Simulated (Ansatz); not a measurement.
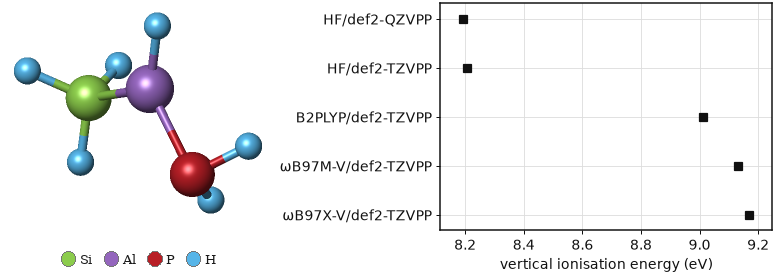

Vertical ionisation energy of AlSiPH₆, SMILES [SiH3][AlH][PH2], singlet, taken as the energy of the cation less that of the neutral at fixed geometry (unrestricted doublet cation, cores frozen in correlated methods, no spin-orbit coupling), the Ansatz code, at a PBE0-D4/def2-TZVP geometry (a minimum by its frequencies).

### What range do the values span?

From 8.19 eV (HF/def2-QZVPP) to 9.17 eV (ωB97X-V/def2-TZVPP).

### Give the values.

```csv
level,eV
HF/def2-QZVPP,8.19
HF/def2-TZVPP,8.21
B2PLYP/def2-TZVPP,9.01
ωB97M-V/def2-TZVPP,9.13
ωB97X-V/def2-TZVPP,9.17
```
